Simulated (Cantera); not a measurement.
Input: 1 mol Al2O3, 16 mol Cl2, 1.1 mol O2, equilibrated at 1248.15 K.

Cantera equilibrium calculation (NASA polynomials, part measured and part estimated; ideal gas, pure solids and liquids). Candidate condensed phases: Al, AlCl3, Al2O3; 17 gas species. The numbers say what is thermodynamically allowed, not how fast it happens.

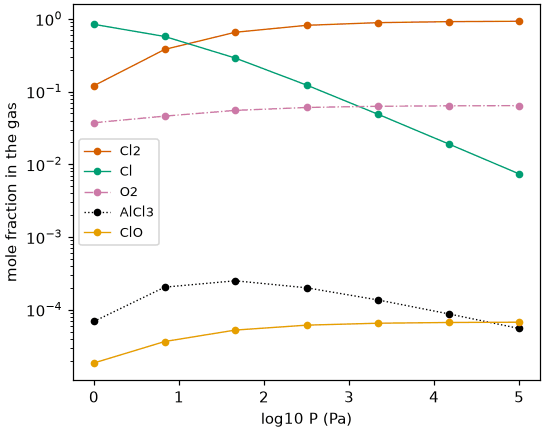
Fig. 1. Equilibrium gas composition (values under 1e-9 drawn at 1e-9)

From 1.00e-5 bar to 1.00 bar the condensed part is Al2O3(s). The main Al-bearing gas is AlCl3 throughout.
